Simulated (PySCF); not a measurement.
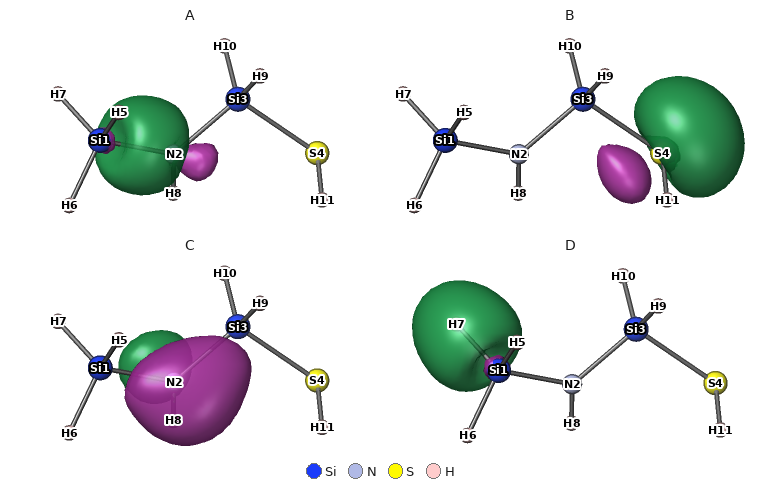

*H7NSSi2, SMILES `[SiH3]N[SiH2]S`. Foster–Boys orbitals, occupied; each surface holds about 80 % of the orbital's density. Energies are diagonal elements of the Fock matrix.*

Level of theory: ωB97X/6-31+G* (PySCF), at a geometry from GFN2-xTB. No frequency check shows the geometry to be a minimum. GFN2-xTB bond lengths at metals and heavier atoms can be off by up to 0.1 Å and shapes distorted, which carries into these values.

> Name the orbitals, with their atomic make-up and energies.

By panel:
- A: σ bond N2–Si1 (N2 70 %, Si1 28 %; −17.9 eV)
- B: lone pair on S4 (sp2.1-type) (S4 98 %; −13.1 eV)
- C: pair mostly on N2, shared in part with Si3 (N2 87 %, Si3 6 %, Si1 5 %; −13.0 eV)
- D: σ bond H7–Si1 (H7 55 %, Si1 44 %; −14.0 eV)
